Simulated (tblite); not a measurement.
## Geometry relaxation, with input and output: C2H12N2Si2 (part 2 of 2)

The same run, continued: C2H12N2Si2, SMILES NCCN([SiH3])[SiH3]; GFN2-xTB geometry optimisation, gas phase (tblite 0.8.0). It belongs to a series of runs on one base structure; here: H on C replaced by N(SiH3)2.

Geometry of the input (Å):
```
N  2.8822  0.0891  0.4891
C  1.4201  -0.0290  0.6426
C  0.6870  0.2838  -0.6619
N  -0.7895  0.1741  -0.6117
Si -1.6175  -1.3258  -0.5690
Si -1.8004  1.3177  0.1510
H  3.1982  -0.5732  -0.2122
H  3.3380  -0.1603  1.3678
H  1.2034  -1.0563  0.9837
H  1.1022  0.6504  1.4495
H  0.9443  1.3015  -0.9908
H  1.0563  -0.3719  -1.4590
H  -0.8201  -2.2802  -1.3623
H  -1.6694  -1.8205  0.8166
H  -2.9690  -1.2001  -1.1768
H  -1.8476  1.0314  1.6190
H  -1.1745  2.6509  -0.0408
H  -3.1524  1.3248  -0.4465
```

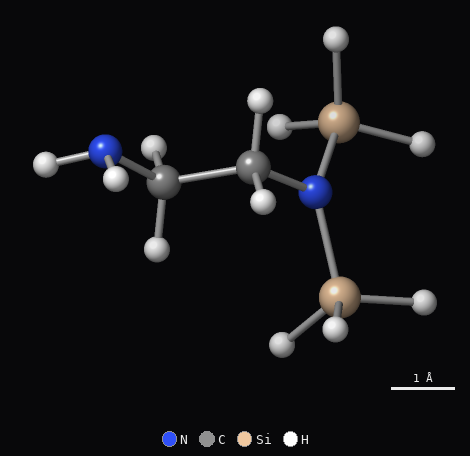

*The geometry at step 63 of the log (ball-and-stick view, seen at a tilt).*

### Trajectory as extended XYZ, continued
```
18
Properties=species:S:1:pos:R:3:forces:R:3 step=41 energy=-537.16216
N     2.7745    0.1108    0.4576   -0.0050  -0.0150   0.0210
C     1.3465   -0.0650    0.6555    0.0180  -0.0040   0.0070
C     0.5988    0.2649   -0.6363    0.0110  -0.0110   0.0130
N    -0.8350    0.1350   -0.5006   -0.0070  -0.0010  -0.0420
Si   -1.5197   -1.4577   -0.5849   -0.0040  -0.0280  -0.0170
Si   -1.7093    1.4556    0.2114    0.0050   0.0170   0.0120
H     3.1051   -0.5209   -0.2654   -0.0030   0.0170   0.0090
H     3.2798   -0.1042    1.3101    0.0060   0.0020   0.0080
H     1.0627   -1.0868    0.9687   -0.0030   0.0250  -0.0120
H     1.0208    0.6282    1.4373    0.0220  -0.0150  -0.0040
H     0.8547    1.2861   -0.9301   -0.0160  -0.0180  -0.0020
H     0.9508   -0.4094   -1.4240   -0.0200   0.0090  -0.0090
H    -0.6265   -2.2533   -1.4312   -0.0100   0.0230   0.0100
H    -1.6301   -2.0964    0.7350    0.0030  -0.0050  -0.0060
H    -2.8461   -1.3260   -1.1822    0.0120   0.0150   0.0190
H    -1.8301    1.3197    1.6704    0.0010   0.0120   0.0030
H    -0.9664    2.6725   -0.1116    0.0020  -0.0060  -0.0070
H    -3.0392    1.4531   -0.3913   -0.0110  -0.0180  -0.0020
18
Properties=species:S:1:pos:R:3:forces:R:3 step=44 energy=-537.16287
N     2.7688    0.1138    0.4635    0.0350   0.0130   0.0040
C     1.3430   -0.0674    0.6625    0.0100  -0.0100  -0.0040
C     0.5978    0.2605   -0.6308   -0.0060   0.0140  -0.0050
N    -0.8370    0.1350   -0.5038   -0.0070  -0.0050  -0.0200
Si   -1.5188   -1.4594   -0.5901   -0.0070   0.0040   0.0160
Si   -1.7068    1.4608    0.2074   -0.0020  -0.0270  -0.0120
H     3.0971   -0.5086   -0.2678    0.0130   0.0030  -0.0090
H     3.2799   -0.1090    1.3099    0.0050  -0.0010   0.0320
H     1.0657   -1.0897    0.9731   -0.0290  -0.0300   0.0040
H     1.0157    0.6210    1.4471    0.0090   0.0070  -0.0070
H     0.8552    1.2803   -0.9239    0.0000   0.0260  -0.0090
H     0.9526   -0.4113   -1.4196   -0.0200  -0.0090   0.0070
H    -0.6349   -2.2500   -1.4480    0.0090   0.0120  -0.0110
H    -1.6120   -2.1062    0.7269   -0.0020  -0.0090   0.0020
H    -2.8505   -1.3230   -1.1704   -0.0120   0.0130   0.0070
H    -1.8112    1.3365    1.6681   -0.0040   0.0110   0.0120
H    -0.9712    2.6774   -0.1312    0.0070  -0.0010  -0.0130
H    -3.0420    1.4457   -0.3847    0.0000  -0.0120   0.0070
18
Properties=species:S:1:pos:R:3:forces:R:3 step=47 energy=-537.16358
N     2.7681    0.1172    0.4710   -0.0170  -0.0180   0.0040
C     1.3420   -0.0713    0.6689   -0.0170   0.0020  -0.0130
C     0.5974    0.2582   -0.6260    0.0020   0.0110  -0.0160
N    -0.8388    0.1347   -0.5110    0.0170   0.0060   0.0340
Si   -1.5195   -1.4606   -0.5939    0.0000   0.0200   0.0080
Si   -1.7048    1.4625    0.2018   -0.0050  -0.0070   0.0000
H     3.0930   -0.4950   -0.2705    0.0390   0.0050   0.0120
H     3.2811   -0.1142    1.3147   -0.0080  -0.0050  -0.0010
H     1.0650   -1.0956    0.9774    0.0010   0.0000  -0.0110
H     1.0135    0.6146    1.4552   -0.0030   0.0070  -0.0070
H     0.8565    1.2781   -0.9188    0.0060   0.0140  -0.0020
H     0.9520   -0.4144   -1.4139    0.0040  -0.0090   0.0010
H    -0.6448   -2.2450   -1.4668    0.0080   0.0090  -0.0130
H    -1.5950   -2.1144    0.7201   -0.0040  -0.0150   0.0100
H    -2.8574   -1.3166   -1.1560   -0.0190   0.0050   0.0040
H    -1.7932    1.3520    1.6661   -0.0020   0.0100  -0.0120
H    -0.9780    2.6817   -0.1532   -0.0060  -0.0280  -0.0100
H    -3.0458    1.4345   -0.3768    0.0040  -0.0080   0.0100
18
Properties=species:S:1:pos:R:3:forces:R:3 step=50 energy=-537.16436
N     2.7664    0.1176    0.4787   -0.0090  -0.0110   0.0000
C     1.3396   -0.0747    0.6722    0.0170   0.0060  -0.0010
C     0.5978    0.2582   -0.6244    0.0210  -0.0140   0.0130
N    -0.8379    0.1352   -0.5125    0.0050  -0.0120   0.0280
Si   -1.5207   -1.4587   -0.5959   -0.0020  -0.0260  -0.0140
Si   -1.7043    1.4622    0.1968   -0.0020   0.0270   0.0230
H     3.0977   -0.4820   -0.2703    0.0170  -0.0010   0.0190
H     3.2806   -0.1202    1.3202   -0.0260  -0.0060  -0.0070
H     1.0637   -1.1011    0.9788    0.0050   0.0350  -0.0270
H     1.0121    0.6102    1.4604   -0.0160  -0.0100  -0.0190
H     0.8586    1.2791   -0.9153    0.0070  -0.0240  -0.0040
H     0.9515   -0.4187   -1.4090    0.0170   0.0180  -0.0140
H    -0.6529   -2.2375   -1.4852   -0.0260   0.0320   0.0170
H    -1.5811   -2.1232    0.7156   -0.0040   0.0010  -0.0180
H    -2.8670   -1.3088   -1.1415    0.0220  -0.0030   0.0180
H    -1.7783    1.3668    1.6623   -0.0050   0.0050   0.0020
H    -0.9852    2.6803   -0.1747   -0.0030  -0.0120  -0.0140
H    -3.0493    1.4217   -0.3677   -0.0180  -0.0060  -0.0010
18
Properties=species:S:1:pos:R:3:forces:R:3 step=54 energy=-537.16601
N     2.7589    0.1219    0.4989    0.0470   0.0340   0.0020
C     1.3342   -0.0828    0.6825    0.0120   0.0040  -0.0120
C     0.5990    0.2522   -0.6147   -0.0160  -0.0020  -0.0120
N    -0.8378    0.1323   -0.5058   -0.0010  -0.0030   0.0110
Si   -1.5223   -1.4603   -0.6032    0.0090   0.0230   0.0230
Si   -1.7023    1.4696    0.1882    0.0030  -0.0190  -0.0160
H     3.1041   -0.4457   -0.2680   -0.0240  -0.0270   0.0010
H     3.2725   -0.1388    1.3325   -0.0040  -0.0070   0.0400
H     1.0614   -1.1108    0.9787    0.0110  -0.0300  -0.0030
H     0.9969    0.5931    1.4736   -0.0120   0.0080  -0.0060
H     0.8656    1.2717   -0.9041   -0.0100  -0.0040  -0.0080
H     0.9558   -0.4247   -1.3981   -0.0010   0.0120  -0.0170
H    -0.6792   -2.2079   -1.5371   -0.0030  -0.0110  -0.0180
H    -1.5365   -2.1573    0.6926   -0.0100   0.0010  -0.0140
H    -2.8850   -1.2965   -1.0986    0.0090  -0.0100   0.0100
H    -1.7319    1.4211    1.6565   -0.0140   0.0020   0.0180
H    -1.0008    2.6762   -0.2446   -0.0040   0.0250  -0.0150
H    -3.0614    1.3932   -0.3410    0.0100   0.0040   0.0170
18
Properties=species:S:1:pos:R:3:forces:R:3 step=57 energy=-537.16675
N     2.7624    0.1258    0.5063   -0.0260  -0.0200   0.0190
C     1.3359   -0.0846    0.6834   -0.0050  -0.0030   0.0000
C     0.5996    0.2501   -0.6135    0.0200   0.0100  -0.0090
N    -0.8365    0.1310   -0.5012    0.0150   0.0120  -0.0100
Si   -1.5223   -1.4588   -0.6037    0.0070  -0.0070  -0.0110
Si   -1.7018    1.4708    0.1849    0.0120   0.0170   0.0140
H     3.1071   -0.4382   -0.2643   -0.0090  -0.0100   0.0260
H     3.2680   -0.1463    1.3422    0.0050   0.0040   0.0000
H     1.0633   -1.1151    0.9759    0.0410   0.0060  -0.0050
H     0.9916    0.5887    1.4744    0.0040  -0.0040  -0.0100
H     0.8668    1.2690   -0.9027   -0.0130   0.0210  -0.0090
H     0.9577   -0.4245   -1.3983   -0.0160  -0.0040  -0.0150
H    -0.6902   -2.1983   -1.5543   -0.0030  -0.0120  -0.0120
H    -1.5259   -2.1655    0.6842   -0.0030  -0.0190   0.0230
H    -2.8897   -1.2924   -1.0818   -0.0100  -0.0060  -0.0010
H    -1.7212    1.4359    1.6554   -0.0090   0.0070  -0.0100
H    -1.0084    2.6764   -0.2685   -0.0180   0.0030  -0.0010
H    -3.0653    1.3824   -0.3299    0.0080   0.0060   0.0110
18
Properties=species:S:1:pos:R:3:forces:R:3 step=60 energy=-537.16744
N     2.7637    0.1267    0.5149   -0.0060  -0.0160  -0.0040
C     1.3370   -0.0860    0.6829   -0.0020   0.0000  -0.0010
C     0.6026    0.2502   -0.6149   -0.0020   0.0070  -0.0020
N    -0.8334    0.1314   -0.4986   -0.0130  -0.0060  -0.0130
Si   -1.5209   -1.4578   -0.6040   -0.0070  -0.0320  -0.0080
Si   -1.6994    1.4727    0.1840    0.0030   0.0170   0.0100
H     3.1081   -0.4357   -0.2571    0.0170  -0.0050   0.0260
H     3.2647   -0.1515    1.3520    0.0000   0.0090  -0.0140
H     1.0708   -1.1188    0.9720    0.0030   0.0090  -0.0030
H     0.9872    0.5853    1.4729   -0.0030  -0.0100   0.0030
H     0.8656    1.2703   -0.9043    0.0090   0.0090  -0.0010
H     0.9565   -0.4239   -1.4024   -0.0020   0.0040   0.0000
H    -0.6991   -2.1928   -1.5694   -0.0140   0.0030   0.0130
H    -1.5192   -2.1754    0.6804    0.0090   0.0030  -0.0090
H    -2.8939   -1.2897   -1.0684    0.0110  -0.0030   0.0020
H    -1.7156    1.4491    1.6548    0.0060   0.0080  -0.0120
H    -1.0170    2.6779   -0.2873   -0.0150  -0.0010   0.0090
H    -3.0664    1.3743   -0.3193    0.0050   0.0050   0.0040
18
Properties=species:S:1:pos:R:3:forces:R:3 step=63 energy=-537.16767
N     2.7614    0.1279    0.5208    0.0110   0.0050  -0.0090
C     1.3352   -0.0882    0.6857   -0.0030  -0.0010  -0.0030
C     0.6023    0.2493   -0.6130   -0.0100   0.0010   0.0000
N    -0.8347    0.1307   -0.4990    0.0000  -0.0010  -0.0020
Si   -1.5211   -1.4602   -0.6064    0.0010   0.0150   0.0060
Si   -1.6979    1.4759    0.1820    0.0000  -0.0160  -0.0140
H     3.1087   -0.4282   -0.2538    0.0140  -0.0140   0.0020
H     3.2636   -0.1555    1.3550   -0.0040   0.0110   0.0090
H     1.0730   -1.1219    0.9725   -0.0120  -0.0100  -0.0040
H     0.9826    0.5795    1.4770   -0.0040  -0.0010   0.0060
H     0.8676    1.2695   -0.9012   -0.0030  -0.0020   0.0030
H     0.9571   -0.4248   -1.4002   -0.0040   0.0070   0.0010
H    -0.7080   -2.1868   -1.5840   -0.0030  -0.0090   0.0020
H    -1.5060   -2.1846    0.6740    0.0080   0.0020  -0.0100
H    -2.8978   -1.2887   -1.0572    0.0030  -0.0060   0.0010
H    -1.7025    1.4645    1.6524    0.0080   0.0070  -0.0020
H    -1.0241    2.6789   -0.3057   -0.0080   0.0070   0.0080
H    -3.0682    1.3693   -0.3106    0.0050   0.0060   0.0060
18
Properties=species:S:1:pos:R:3:forces:R:3 step=66 energy=-537.16795
N     2.7612    0.1292    0.5263   -0.0090  -0.0070   0.0010
C     1.3339   -0.0907    0.6872    0.0070  -0.0100   0.0000
C     0.6012    0.2490   -0.6115    0.0170  -0.0060   0.0040
N    -0.8356    0.1298   -0.4995    0.0130   0.0140   0.0020
Si   -1.5209   -1.4611   -0.6088    0.0040   0.0110  -0.0060
Si   -1.6957    1.4779    0.1779   -0.0070   0.0090   0.0100
H     3.1139   -0.4252   -0.2475   -0.0070  -0.0060   0.0020
H     3.2604   -0.1574    1.3615   -0.0070   0.0200   0.0070
H     1.0751   -1.1266    0.9706   -0.0120   0.0020  -0.0100
H     0.9770    0.5727    1.4811    0.0120  -0.0070  -0.0110
H     0.8684    1.2693   -0.8984   -0.0110  -0.0040   0.0060
H     0.9563   -0.4241   -1.3991    0.0040  -0.0010  -0.0080
H    -0.7190   -2.1825   -1.5992    0.0030  -0.0070  -0.0010
H    -1.4910   -2.1936    0.6654    0.0080  -0.0050   0.0090
H    -2.9017   -1.2884   -1.0435   -0.0110  -0.0030  -0.0030
H    -1.6879    1.4820    1.6485    0.0120   0.0010  -0.0040
H    -1.0345    2.6822   -0.3241   -0.0010  -0.0010   0.0030
H    -3.0697    1.3639   -0.2988   -0.0160   0.0000  -0.0050
18
Properties=species:S:1:pos:R:3:forces:R:3 step=69 energy=-537.16830
N     2.7608    0.1282    0.5303   -0.0040  -0.0060   0.0050
C     1.3338   -0.0944    0.6867   -0.0040  -0.0070  -0.0090
C     0.6022    0.2488   -0.6111   -0.0070   0.0020  -0.0140
N    -0.8346    0.1309   -0.4999   -0.0150  -0.0040   0.0100
Si   -1.5198   -1.4600   -0.6105   -0.0030  -0.0180   0.0000
Si   -1.6948    1.4800    0.1756   -0.0110   0.0180   0.0040
H     3.1202   -0.4284   -0.2390   -0.0170  -0.0040   0.0080
H     3.2555   -0.1523    1.3702    0.0030   0.0170   0.0050
H     1.0742   -1.1310    0.9651   -0.0050  -0.0100  -0.0020
H     0.9737    0.5656    1.4818    0.0150  -0.0030  -0.0060
H     0.8667    1.2699   -0.8958    0.0120   0.0100   0.0040
H     0.9549   -0.4220   -1.4014    0.0180  -0.0040  -0.0070
H    -0.7278   -2.1814   -1.6100    0.0030   0.0080   0.0030
H    -1.4771   -2.2026    0.6590    0.0060   0.0120  -0.0020
H    -2.9052   -1.2897   -1.0328    0.0020   0.0020   0.0020
H    -1.6745    1.4982    1.6452    0.0110  -0.0090   0.0120
H    -1.0446    2.6859   -0.3361    0.0090   0.0010  -0.0080
H    -3.0725    1.3608   -0.2889   -0.0130  -0.0060  -0.0060
18
Properties=species:S:1:pos:R:3:forces:R:3 step=73 energy=-537.16868
N     2.7590    0.1266    0.5343   -0.0070   0.0010  -0.0070
C     1.3324   -0.0994    0.6854   -0.0070   0.0010   0.0050
C     0.6015    0.2488   -0.6122   -0.0030   0.0030   0.0080
N    -0.8363    0.1315   -0.4990    0.0030   0.0010  -0.0080
Si   -1.5193   -1.4608   -0.6124    0.0020   0.0080   0.0010
Si   -1.6960    1.4841    0.1737    0.0080  -0.0120  -0.0020
H     3.1230   -0.4326   -0.2304    0.0000  -0.0140   0.0030
H     3.2519   -0.1436    1.3785   -0.0020   0.0070  -0.0040
H     1.0719   -1.1372    0.9599    0.0050  -0.0030  -0.0040
H     0.9730    0.5579    1.4824   -0.0110   0.0010   0.0040
H     0.8677    1.2711   -0.8918    0.0020  -0.0040  -0.0010
H     0.9570   -0.4202   -1.4038   -0.0110   0.0120   0.0030
H    -0.7357   -2.1788   -1.6202    0.0100   0.0090  -0.0070
H    -1.4618   -2.2080    0.6529    0.0000   0.0040   0.0110
H    -2.9083   -1.2917   -1.0228   -0.0010   0.0030   0.0040
H    -1.6584    1.5112    1.6434    0.0000  -0.0090   0.0010
H    -1.0528    2.6893   -0.3494    0.0060  -0.0030  -0.0110
H    -3.0776    1.3580   -0.2804    0.0060  -0.0050   0.0050
18
Properties=species:S:1:pos:R:3:forces:R:3 step=76 energy=-537.16893
N     2.7580    0.1242    0.5336    0.0030   0.0070  -0.0080
C     1.3309   -0.1012    0.6828    0.0170   0.0010   0.0050
C     0.6004    0.2510   -0.6142    0.0170  -0.0070   0.0100
N    -0.8367    0.1319   -0.5001    0.0070   0.0180  -0.0150
Si   -1.5186   -1.4604   -0.6121    0.0070  -0.0030  -0.0020
Si   -1.6955    1.4837    0.1731    0.0010   0.0200   0.0160
H     3.1259   -0.4449   -0.2220   -0.0050  -0.0080   0.0060
H     3.2488   -0.1334    1.3833   -0.0110   0.0050  -0.0140
H     1.0728   -1.1409    0.9537   -0.0120   0.0160   0.0010
H     0.9720    0.5555    1.4807   -0.0140  -0.0170   0.0000
H     0.8680    1.2738   -0.8922   -0.0100  -0.0090   0.0100
H     0.9551   -0.4152   -1.4078   -0.0020  -0.0010  -0.0040
H    -0.7352   -2.1777   -1.6210    0.0050   0.0100  -0.0020
H    -1.4586   -2.2057    0.6540    0.0000   0.0000   0.0120
H    -2.9082   -1.2913   -1.0190   -0.0070   0.0020  -0.0010
H    -1.6550    1.5107    1.6438    0.0010  -0.0060  -0.0160
H    -1.0547    2.6909   -0.3518   -0.0040  -0.0240  -0.0020
H    -3.0782    1.3553   -0.2766    0.0060  -0.0030   0.0030
18
Properties=species:S:1:pos:R:3:forces:R:3 step=79 energy=-537.16925
N     2.7563    0.1223    0.5305    0.0040   0.0020  -0.0020
C     1.3298   -0.1037    0.6806   -0.0020   0.0030  -0.0070
C     0.6000    0.2526   -0.6151    0.0000   0.0000  -0.0140
N    -0.8373    0.1345   -0.5034    0.0010  -0.0020  -0.0020
Si   -1.5170   -1.4595   -0.6113    0.0010   0.0020   0.0030
Si   -1.6953    1.4844    0.1743    0.0000   0.0000  -0.0060
H     3.1272   -0.4606   -0.2130   -0.0050  -0.0020  -0.0020
H     3.2449   -0.1189    1.3858    0.0020   0.0000   0.0010
H     1.0700   -1.1436    0.9474   -0.0030   0.0050   0.0110
H     0.9692    0.5504    1.4796   -0.0050  -0.0120   0.0040
H     0.8684    1.2754   -0.8901   -0.0070   0.0120   0.0100
H     0.9536   -0.4095   -1.4121    0.0090  -0.0170  -0.0040
H    -0.7325   -2.1742   -1.6217   -0.0020   0.0080   0.0060
H    -1.4542   -2.2024    0.6575   -0.0020   0.0070  -0.0100
H    -2.9082   -1.2923   -1.0167    0.0070  -0.0020   0.0040
H    -1.6496    1.5084    1.6438   -0.0010   0.0000   0.0020
H    -1.0554    2.6891   -0.3548    0.0000  -0.0040  -0.0010
H    -3.0784    1.3540   -0.2730    0.0020  -0.0010   0.0060
18
Properties=species:S:1:pos:R:3:forces:R:3 step=82 energy=-537.16935
N     2.7553    0.1231    0.5325   -0.0060  -0.0060   0.0020
C     1.3288   -0.1053    0.6811   -0.0040  -0.0030   0.0020
C     0.6000    0.2522   -0.6151    0.0020   0.0010   0.0020
N    -0.8376    0.1348   -0.5042    0.0050  -0.0020  -0.0020
Si   -1.5166   -1.4593   -0.6123    0.0000   0.0060  -0.0020
Si   -1.6946    1.4859    0.1726    0.0030  -0.0090  -0.0020
H     3.1270   -0.4605   -0.2102   -0.0030   0.0010  -0.0020
H     3.2433   -0.1177    1.3883    0.0010   0.0020   0.0000
H     1.0698   -1.1454    0.9475    0.0030  -0.0040   0.0000
H     0.9656    0.5451    1.4819    0.0000   0.0050  -0.0020
H     0.8685    1.2759   -0.8867   -0.0040   0.0010  -0.0020
H     0.9547   -0.4104   -1.4120    0.0010   0.0020   0.0020
H    -0.7366   -2.1693   -1.6292    0.0000   0.0030   0.0050
H    -1.4464   -2.2050    0.6540   -0.0010   0.0020  -0.0040
H    -2.9098   -1.2922   -1.0095    0.0040  -0.0020   0.0030
H    -1.6414    1.5152    1.6421   -0.0010   0.0020  -0.0030
H    -1.0592    2.6886   -0.3658    0.0010   0.0010   0.0000
H    -3.0796    1.3506   -0.2667    0.0000   0.0000   0.0050
```

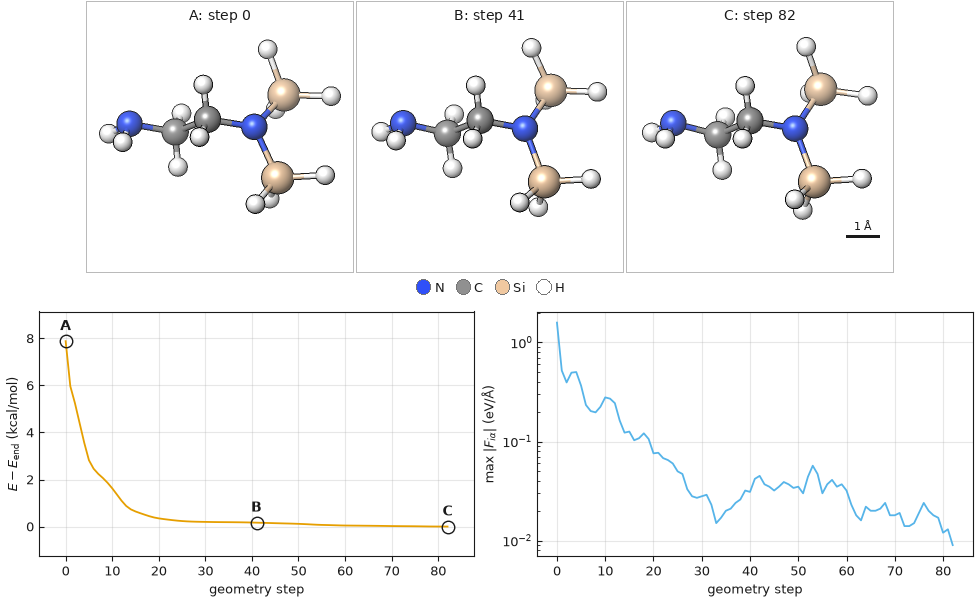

*Frames of the relaxation (ball-and-stick view, seen at a tilt) above the curves, on which the letters mark them (steps are counted from 0).*

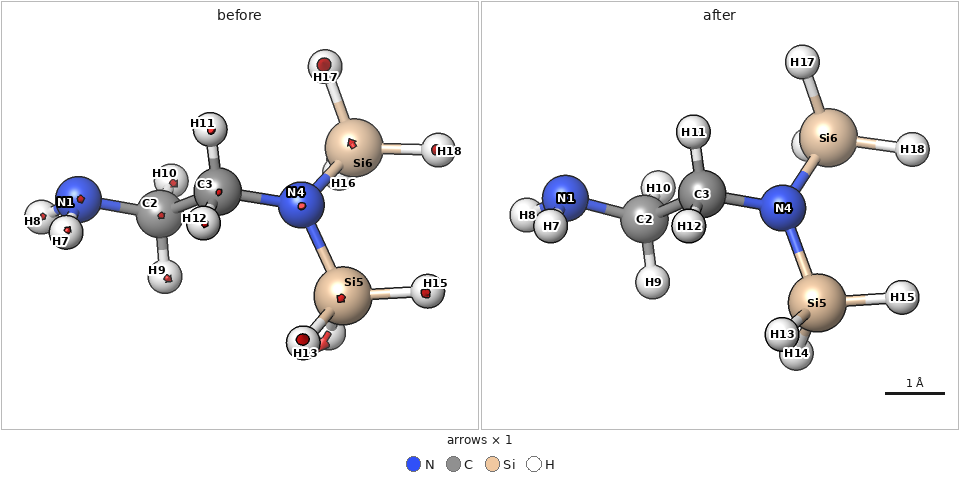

*Before (left) and after (right) the relaxation, at one scale (ball-and-stick view, seen at a tilt). The red arrows give the displacements, at true length.*

After 82 geometry steps the energy has fallen by 7.88 kcal/mol. The largest force component goes from 1.6 to 0.009 eV/Å. The atom that moves furthest after the best rigid fit is H16 (0.53 Å). Largest moves by element: H 0.53 Å, Si 0.20 Å, N 0.14 Å, C 0.12 Å. Distances before and after: C3–N4 1.481 → 1.447 Å, Si5–H15 1.487 → 1.458 Å, Si6–H16 1.496 → 1.471 Å, N1–C2 1.475 → 1.452 Å. Among the angles that change: Si5–N4–Si6 106.8° → 123.1°, C3–N4–Si6 123.8° → 117.2°, N1–C2–H9 107.5° → 113.8°. (Atoms are counted from 1 in the order of the input.)
